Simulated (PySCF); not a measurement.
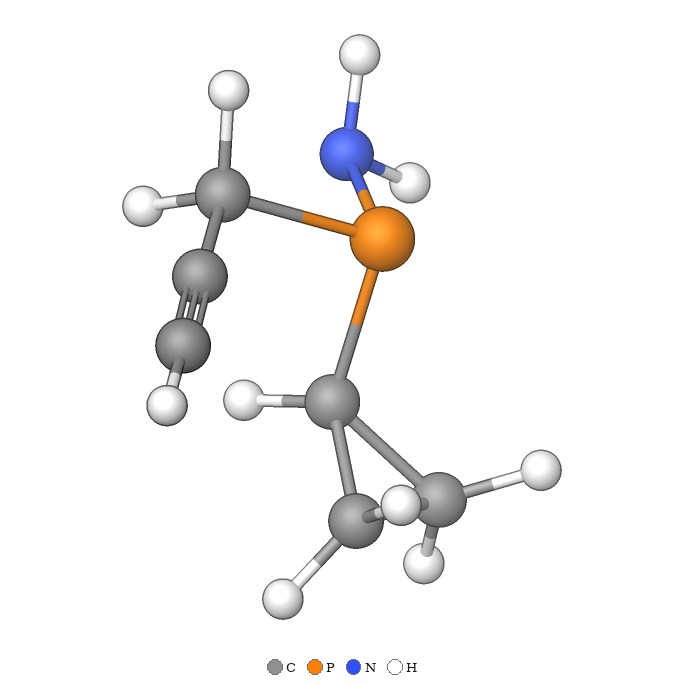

The computed structure is the end point of a GFN2-xTB optimisation. No frequency run is at hand to confirm it as a minimum. Properties computed with PBE0/def2-SVPD, gas phase (PySCF 2.14.0). Excitations: vertical, linear response.

Q: Estimate the lowest vertical singlet excitation.

A: 5.35 eV.

Q: Estimate the LUMO energy (Kohn–Sham orbital).

A: 0.42 eV.

Q: Give the HOMO energy (Kohn–Sham orbital) at this level.

A: −6.16 eV.

Q: Give the mean static polarisability at this level.

A: 101.1 bohr³.

The geometry is semi-empirical. Around P such bond lengths and angles can be off by a tenth of an ångström or more and by several degrees, and values that hang on the shape move with them.
